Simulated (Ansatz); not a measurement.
**BH3F (doublet): one geometry, many settings at distance B1–H4 along a hydrogen transfer = 1.194 Å**

What do other methods and options give for BH3F (doublet) at this geometry, and how long do they take?

Program: Ansatz 0.2.0, Gaussian basis. Level of theory: the settings change from run to run. These are calculated values, not measurements.

14 further runs of the same task are left out: 9 for a known fault of the program, 4 that didn't finish, 1 set aside as unsound or not needed.

## 1. What is computed

The geometry derives from fragments relaxed apart (PBE0/def2-TZVP) and kept rigid, so it is no stationary point. A hydrogen atom is moved between rigid fragments.

5 atoms, charge 0, spin multiplicity 2.

Atoms are counted from 1 here; the program's logs count them from 0.

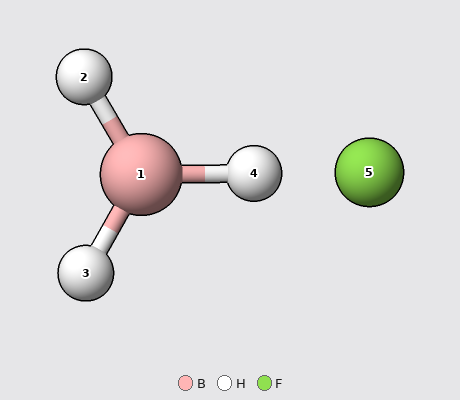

The structure; boron pink, hydrogen white, fluorine green; atoms are numbered from 1 in the order of the file.

As a file:

| atom | x (Å) | y (Å) | z (Å) |
| --- | --- | --- | --- |
| B1 | -1.3991 | 0.0000 | 0.0000 |
| H2 | -1.9959 | 1.0336 | 0.0000 |
| H3 | -1.9959 | -1.0336 | 0.0000 |
| H4 | -0.2057 | 0.0000 | 0.0000 |
| F5 | 1.0189 | 0.0000 | 0.0000 |

## 2. CCSD on ROHF/cc-pVDZ

The input, in.yaml:

```yaml
crystal:
  periodic: [false, false, false]
  atoms:
    - {symbol: B, position_ang: [-1.399136, 0.000000, 0.000000]}
    - {symbol: H, position_ang: [-1.995869, 1.033571, 0.000000]}
    - {symbol: H, position_ang: [-1.995869, -1.033571, 0.000000]}
    - {symbol: H, position_ang: [-0.205670, 0.000000, 0.000000]}
    - {symbol: F, position_ang: [1.018864, 0.000000, 0.000000]}
basis:
  gaussian: {orbitals: cc-pVDZ}
magnetization: {spin_polarized: false, initial_magnetization: 1}
correlation: {method: ccsd, electrons: all}
output: {forces: true}
```

Run with:

```
ansatz run in.yaml --threads 1 --pin off --events-out ev --progress --plain --max-ram 2393MiB
```

Log, cut to the lines that bear on the results:

```text
Functional definition: HF
  name "HF"
  cite "Fock, Z. Phys. 61, 126 (1930) doi:10.1007/BF01340294"
  parent pbe
[...]
386 factors; integrals over basis functions are off by at most 1.2e-3 eV
[...]
mean field -3421.02267479 eV, -125.7202644462 hartree, gradient 2.9e-6 eV, S^2 0.750000; 4 other end points of the search recorded, 0 dependent functions left out
[...]
determinant -3421.02267479 eV, -125.7202644462 hartree, with singles and doubles -3429.52996437 eV, -126.0329015717 hartree
determinant -3419.31355115 eV, -125.6574553106 hartree, with singles and doubles -3427.03288904 eV, -125.9411357458 hartree
determinant -3419.29031574 eV, -125.6566014253 hartree, with singles and doubles -3427.00577615 eV, -125.9401393656 hartree
reference -3421.02267479 eV, -125.7202644462 hartree; 9, 8 occupied and 34, 35 virtual orbitals, 386 factors
second order -7.47954442 eV of doubles, -0.17535693 eV of singles
cycle   1  -8.50713028 eV  change    1.6e-4 eV  update   1.1e-3
[...]
cycle   9  -8.50792309 eV  change    3.2e-7 eV  update   8.5e-7
[...]
Total energy: -3429.53059788 eV, -126.0329248528 hartree
Atom 0 at    -1.399136     0.000000     0.000000 Å, force    -3.059063     0.000000     0.000000 eV/Å
Atom 1 at    -1.995869     1.033571     0.000000 Å, force     0.163398     0.367324    -0.000000 eV/Å
Atom 2 at    -1.995869    -1.033571     0.000000 Å, force     0.163398    -0.367324     0.000000 eV/Å
Atom 3 at    -0.205670     0.000000     0.000000 Å, force     2.687859    -0.000000     0.000000 eV/Å
Atom 4 at     1.018864     0.000000     0.000000 Å, force     0.044408    -0.000000     0.000000 eV/Å
Dipole moment:    -0.410232    -0.000000    -0.000000 e Å
```

Wall time 5 s (1 thread of Arm Neoverse V2, shared host).

From the report: correlation -8.5079 eV; T1 0.028; largest double amplitude 0.04.

## 3. HF/def2-mTZVP

in.yaml: that of step 2 with these lines changed.

```diff
@@ -9,5 +9,5 @@
 basis:
-  gaussian: {orbitals: cc-pVDZ}
+  gaussian: {orbitals: def2-mTZVP}
 magnetization: {spin_polarized: false, initial_magnetization: 1}
-correlation: {method: ccsd, electrons: all}
-output: {forces: true}
+hamiltonian: {xc: hf}
+output: {orbitals: {seedname: orbitals}}
```

Launched as before.

Log:

```text
Functional definition: HF
  name "HF"
  cite "Fock, Z. Phys. 61, 126 (1930) doi:10.1007/BF01340294"
  parent pbe
  exchange = exact_x
  correlation = 0
430 factors; integrals over basis functions are off by at most 1.0e-3 eV
mean field evaluation 1: about -3419.1893 eV, gradient 2.8e1 eV
mean field evaluation 2: about -3419.1877 eV, gradient 2.8e1 eV
mean field evaluation 4: about -3421.8189 eV, gradient 4.0e0 eV
mean field evaluation 8: about -3422.0765 eV, gradient 3.7e-1 eV
mean field evaluation 16: about -3367.0065 eV, gradient 8.4e1 eV
mean field -3422.07668200 eV, -125.7589984967 hartree, gradient 9.7e-6 eV, S^2 0.750000; 0 other end points of the search recorded, 0 dependent functions left out
reference -3422.07668200 eV, -125.7589984967 hartree; 9, 8 occupied and 38, 39 virtual orbitals, 430 factors
Total energy: -3422.07668200 eV, -125.7589984967 hartree
```

Wall time 0.21 s (1 thread of Arm Neoverse V2, shared host).

## 4. MP2 on ROHF/cc-pVDZ

in.yaml: that of step 3 with these lines changed.

```diff
@@ -9,5 +9,4 @@
 basis:
-  gaussian: {orbitals: def2-mTZVP}
+  gaussian: {orbitals: cc-pVDZ}
 magnetization: {spin_polarized: false, initial_magnetization: 1}
-hamiltonian: {xc: hf}
-output: {orbitals: {seedname: orbitals}}
+correlation: {method: mp2, electrons: outside_noble_gas}
```

Same command.

Log, cut to the lines that bear on the results:

```text
Functional definition: HF
  name "HF"
  cite "Fock, Z. Phys. 61, 126 (1930) doi:10.1007/BF01340294"
  parent pbe
[...]
386 factors; integrals over basis functions are off by at most 1.2e-3 eV
[...]
mean field -3421.02267479 eV, -125.7202644462 hartree, gradient 2.9e-6 eV, S^2 0.750000; 4 other end points of the search recorded, 0 dependent functions left out
[...]
2 core orbitals not correlated: weight in the atoms' cores, before any rotation towards them, 1.000 or more for the frozen orbitals, at most 0.000 for the correlated occupied ones
reference -3421.02267479 eV, -125.7202644462 hartree; 7, 6 occupied and 34, 35 virtual orbitals, 386 factors
second order -7.37409930 eV of doubles, -0.17484325 eV of singles
Total energy: -3428.57161735 eV, -125.9976829681 hartree
```

Run time: 0.6 s. Hardware: 1 thread of Arm Neoverse V2, shared host.

## 5. NEVPT2(5,8)/6-31G

in.yaml: that of step 4 with these lines changed.

```diff
@@ -9,4 +9,6 @@
 basis:
-  gaussian: {orbitals: cc-pVDZ}
+  gaussian: {orbitals: 6-31G}
 magnetization: {spin_polarized: false, initial_magnetization: 1}
-correlation: {method: mp2, electrons: outside_noble_gas}
+hamiltonian: {pseudopotentials: {relativity: none}}
+correlation: {method: sc_nevpt2, electrons: outside_noble_gas, active_space: {window: {electrons: 5, orbitals: 8}}}
+accuracy: high
```

The command is unchanged.

Log, cut to the lines that bear on the results:

```text
Functional definition: HF
  name "HF"
  cite "Fock, Z. Phys. 61, 126 (1930) doi:10.1007/BF01340294"
  parent pbe
[...]
516 factors; integrals over basis functions are off by at most 5.2e-9 eV
[...]
mean field -3420.20551148 eV, -125.6902342484 hartree, gradient 1.8e-8 eV, S^2 0.750000; 4 other end points of the search recorded, 0 dependent functions left out
reference -3420.20551148 eV, -125.6902342484 hartree; 9, 8 occupied and 15, 16 virtual orbitals, 516 factors
state -3421.81687745 eV, -125.7494508555 hartree
state -3421.81687745 eV, -125.7494508555 hartree; corrected -3424.86756797 eV, -125.8615616644 hartree
state -3421.65909775 eV, -125.7436525585 hartree
state -3421.65909775 eV, -125.7436525585 hartree; corrected -3425.06045956 eV, -125.8686502995 hartree
state -3421.65909775 eV, -125.7436525585 hartree; corrected -3425.06045956 eV, -125.8686502995 hartree
state -3421.81630501 eV, -125.7494298189 hartree
state -3421.81630501 eV, -125.7494298189 hartree; corrected -3424.87106805 eV, -125.8616902897 hartree
state -3421.65909775 eV, -125.7436525585 hartree; corrected -3425.06045956 eV, -125.8686502995 hartree
state -3421.34237446 eV, -125.7320131923 hartree
state -3421.34237446 eV, -125.7320131923 hartree; corrected -3425.04215085 eV, -125.8679774670 hartree
state -3421.65909775 eV, -125.7436525585 hartree; corrected -3425.06045956 eV, -125.8686502995 hartree
WARN: the results are in doubt because another end's mean lies 0.158 eV lower, and its corrected mean 0.193 eV higher
Total energy: -3425.06045956 eV, -125.8686502995 hartree
In doubt: another end's mean lies 0.158 eV lower, and its corrected mean 0.193 eV higher
```

Run time: 11 s. Hardware: 1 thread of Arm Neoverse V2, shared host.

From the report: 1,568 determinants; active occupations 1.98, 1.97, 1.00, 0.02, 0.02, 0.00, 0.00, 0.00. The program marks this result as in doubt; its last lines say why.

## 6. NEVPT4(SD)(1,4)/6-31G

in.yaml: that of step 5 with these lines changed.

```diff
@@ -11,4 +11,3 @@
 magnetization: {spin_polarized: false, initial_magnetization: 1}
-hamiltonian: {pseudopotentials: {relativity: none}}
-correlation: {method: sc_nevpt2, electrons: outside_noble_gas, active_space: {window: {electrons: 5, orbitals: 8}}}
-accuracy: high
+correlation: {method: fic_nevpt4_sd, electrons: outside_noble_gas, active_space: {window: {electrons: 1, orbitals: 4}}}
+scf: {lower_state_search: light}
```

Same command.

Log, cut to the lines that bear on the results:

```text
Functional definition: HF
  name "HF"
  cite "Fock, Z. Phys. 61, 126 (1930) doi:10.1007/BF01340294"
  parent pbe
[...]
297 factors; integrals over basis functions are off by at most 2.7e-4 eV
[...]
mean field -3420.20539761 eV, -125.6902300636 hartree, gradient 9.0e-6 eV, S^2 0.750000; 4 other end points of the search recorded, 0 dependent functions left out
reference -3420.20539761 eV, -125.6902300636 hartree; 9, 8 occupied and 15, 16 virtual orbitals, 297 factors
state -3420.20539761 eV, -125.6902300636 hartree
state -3420.20539761 eV, -125.6902300636 hartree; corrected -3425.24818108 eV, -125.8755489381 hartree
WARN: 3 active orbitals are nearly empty or full. The corrections depend on them more than the energy does, and are more stable in an active space without them
Total energy: -3425.24818108 eV, -125.8755489381 hartree
```

Run time: 0.6 s. Hardware: 1 thread of Arm Neoverse V2, shared host.

From the report: 2 determinants; active occupations 1.00, 0.00, 0.00, 0.00. The report marks this result as in doubt.

## 7. CCSD(T) on UHF/cc-pVDZ

The input, in.yaml:

```yaml
crystal:
  periodic: [false, false, false]
  atoms:
    - {symbol: B, position_ang: [-1.399136, 0.000000, 0.000000]}
    - {symbol: H, position_ang: [-1.995869, 1.033571, 0.000000]}
    - {symbol: H, position_ang: [-1.995869, -1.033571, 0.000000]}
    - {symbol: H, position_ang: [-0.205670, 0.000000, 0.000000]}
    - {symbol: F, position_ang: [1.018864, 0.000000, 0.000000]}
basis:
  gaussian: {orbitals: cc-pVDZ}
magnetization: {spin_polarized: true, initial_magnetization: 1}
correlation: {method: ccsd_t, electrons: all}
scf: {omitted_lower_state_checks: [cluster_reference]}
output: {forces: true}
```

The command is unchanged.

Log, cut to the lines that bear on the results:

```text
Functional definition: HF
  name "HF"
  cite "Fock, Z. Phys. 61, 126 (1930) doi:10.1007/BF01340294"
  parent pbe
[...]
386 factors; integrals over basis functions are off by at most 1.2e-3 eV
[...]
mean field -3421.31561175 eV, -125.7310296808 hartree, gradient 2.5e-6 eV, S^2 0.772352; 8 other end points of the search recorded, 0 dependent functions left out
reference -3421.31561175 eV, -125.7310296808 hartree; 9, 8 occupied and 34, 35 virtual orbitals, 386 factors
second order -7.31396569 eV of doubles, -0.00000000 eV of singles
cycle   1  -7.86449502 eV  change   -5.5e-1 eV  update   6.9e-2
[...]
cycle  14  -8.22350483 eV  change   -2.8e-6 eV  update   1.1e-6
perturbative correction -0.12028363 eV, -0.0044203418 hartree
[...]
Total energy: -3429.65940021 eV, -126.0376582511 hartree
Atom 0 at    -1.399136     0.000000     0.000000 Å, force    -3.091075     0.000000     0.000000 eV/Å
Atom 1 at    -1.995869     1.033571     0.000000 Å, force     0.155386     0.393390     0.000000 eV/Å
Atom 2 at    -1.995869    -1.033571     0.000000 Å, force     0.155386    -0.393389    -0.000000 eV/Å
Atom 3 at    -0.205670     0.000000     0.000000 Å, force     2.839384    -0.000000     0.000000 eV/Å
Atom 4 at     1.018864     0.000000     0.000000 Å, force    -0.059081    -0.000000     0.000000 eV/Å
Dipole moment:    -0.412300    -0.000000    -0.000000 e Å
Checks for a lower state left out: cluster_reference
```

Wall time 6 s (1 thread of Arm Neoverse V2, shared host).

From the report: ⟨S²⟩ of the determinant 0.772 (pure doublet: 0.75); correlation -8.3438 eV; T1 0.021; largest double amplitude 0.04.

## 8. BCCD/cc-pVDZ

in.yaml: that of step 7 with these lines changed.

```diff
@@ -10,5 +10,4 @@
   gaussian: {orbitals: cc-pVDZ}
-magnetization: {spin_polarized: true, initial_magnetization: 1}
-correlation: {method: ccsd_t, electrons: all}
-scf: {omitted_lower_state_checks: [cluster_reference]}
-output: {forces: true}
+magnetization: {spin_polarized: false, initial_magnetization: 1}
+hamiltonian: {xc: {name: PBE0}}
+correlation: {method: bccd, electrons: all, diis_vectors: 1}
```

Same command.

Log, cut to the lines that bear on the results:

```text
Functional definition: PBE0
  name "PBE0"
  cite "Adamo & Barone, J. Chem. Phys. 110, 6158 (1999) doi:10.1063/1.478522"
  cite "Perdew, Burke & Ernzerhof, Phys. Rev. Lett. 77, 3865 (1996) doi:10.1103/PhysRevLett.77.3865"
  parent pbe
[...]
386 factors; integrals over basis functions are off by at most 1.2e-3 eV
[...]
mean field -3434.25157291 eV, -126.2064174851 hartree, gradient 5.1e-6 eV, S^2 0.750000; 0 other end points of the search recorded, 0 dependent functions left out
[...]
reference -3420.71440787 eV, -125.7089358456 hartree; 9, 8 occupied and 34, 35 virtual orbitals, 386 factors
second order -7.99021073 eV of doubles, -0.35133513 eV of singles
cycle   1  -8.53668984 eV  change   -1.9e-1 eV  update   6.7e-2
[...]
cycle  14  -8.80562528 eV  change   -1.1e-5 eV  update   1.9e-5
Total energy: -3429.52003315 eV, -126.0325366060 hartree
```

Wall time 1.9 s (1 thread of Arm Neoverse V2, shared host).

From the report: correlation -8.8056 eV; largest double amplitude 0.04.

## 9. CCSD on UHF/def2-mTZVP

in.yaml: that of step 8 with these lines changed.

```diff
@@ -9,5 +9,5 @@
 basis:
-  gaussian: {orbitals: cc-pVDZ}
-magnetization: {spin_polarized: false, initial_magnetization: 1}
-hamiltonian: {xc: {name: PBE0}}
-correlation: {method: bccd, electrons: all, diis_vectors: 1}
+  gaussian: {orbitals: def2-mTZVP, fitting: {mean_field: def2-universal-jkfit}}
+magnetization: {spin_polarized: true, initial_magnetization: 1}
+correlation: {method: ccsd, electrons: all}
+output: {forces: true}
```

The command is unchanged.

Log, cut to the lines that bear on the results:

```text
Functional definition: HF
  name "HF"
  cite "Fock, Z. Phys. 61, 126 (1930) doi:10.1007/BF01340294"
  parent pbe
[...]
206 factors; integrals over basis functions are off by at most 1.6e0 eV
[...]
mean field -3422.36829001 eV, -125.7697148934 hartree, gradient 1.0e-6 eV, S^2 0.773643; 8 other end points of the search recorded, 0 dependent functions left out
determinant -3422.36829001 eV, -125.7697148934 hartree, with singles and doubles -3431.00059237 eV, -126.0869461537 hartree
determinant -3420.44173408 eV, -125.6989152689 hartree, with singles and doubles -3428.26771057 eV, -125.9865146002 hartree
determinant -3420.40963409 eV, -125.6977356161 hartree, with singles and doubles -3428.22572827 eV, -125.9849717790 hartree
reference -3422.36829001 eV, -125.7697148934 hartree; 9, 8 occupied and 38, 39 virtual orbitals, 206 factors
second order -7.81921534 eV of doubles, -0.00000000 eV of singles
cycle   1  -8.63282241 eV  change   -5.2e-4 eV  update   1.2e-3
[...]
cycle   9  -8.63345110 eV  change   -2.3e-7 eV  update   8.7e-7
[...]
Total energy: -3431.00174111 eV, -126.0869883693 hartree
Atom 0 at    -1.399136     0.000000     0.000000 Å, force    -3.556152     0.000000     0.000000 eV/Å
Atom 1 at    -1.995869     1.033571     0.000000 Å, force     0.435328    -0.034323    -0.000000 eV/Å
Atom 2 at    -1.995869    -1.033571     0.000000 Å, force     0.435328     0.034323     0.000000 eV/Å
Atom 3 at    -0.205670     0.000000     0.000000 Å, force     2.545679     0.000000    -0.000000 eV/Å
Atom 4 at     1.018864     0.000000     0.000000 Å, force     0.139816    -0.000000     0.000000 eV/Å
Dipole moment:    -0.546476     0.000000     0.000000 e Å
```

Wall time 4.8 s (1 thread of Arm Neoverse V2, shared host).

From the report: ⟨S²⟩ of the determinant 0.774 (pure doublet: 0.75); correlation -8.6335 eV; T1 0.026; largest double amplitude 0.04.

## 10. The runs in one table

Where basis and cores are those of an earlier UCCSDT(Q)/cc-pVDZ run (-3429.5945 eV), and the state is the same kind, the miss against it is given. † marks a result that the program doubts.

| level | correlated | functions | energy (eV) | from UCCSDT(Q) (meV) | time |
| --- | --- | --- | --- | --- | --- |
| CCSD on ROHF/cc-pVDZ | all | 43 | -3429.5306 |  | 5 s |
| HF/def2-mTZVP |  | 47 | -3422.0767 |  | 0.21 s |
| MP2 on ROHF/cc-pVDZ | outside noble gas | 43 | -3428.5716 | 1022.9 | 0.6 s |
| NEVPT2(5,8)/6-31G † | outside noble gas | 24 | -3425.0605 |  | 11 s |
| NEVPT4(SD)(1,4)/6-31G † | outside noble gas | 24 | -3425.2482 |  | 0.6 s |
| CCSD(T) on UHF/cc-pVDZ | all | 43 | -3429.6594 |  | 6 s |
| BCCD/cc-pVDZ (on PBE0 orbitals) | all | 43 | -3429.5200 |  | 1.9 s |
| CCSD on UHF/def2-mTZVP | all | 47 | -3431.0017 |  | 4.8 s |

## 11. What came out

| quantity | value |
| --- | --- |
| runs | 8 |
| quickest | HF/def2-mTZVP, 0.21 s |
| slowest | NEVPT2(5,8)/6-31G †, 11 s |

In words: Total energies in different bases, with other cores or another treatment of relativity can't be set against each other. NEVPT2(5,8)/6-31G † took 53 times as long as HF/def2-mTZVP; the jobs differ in more than the method.
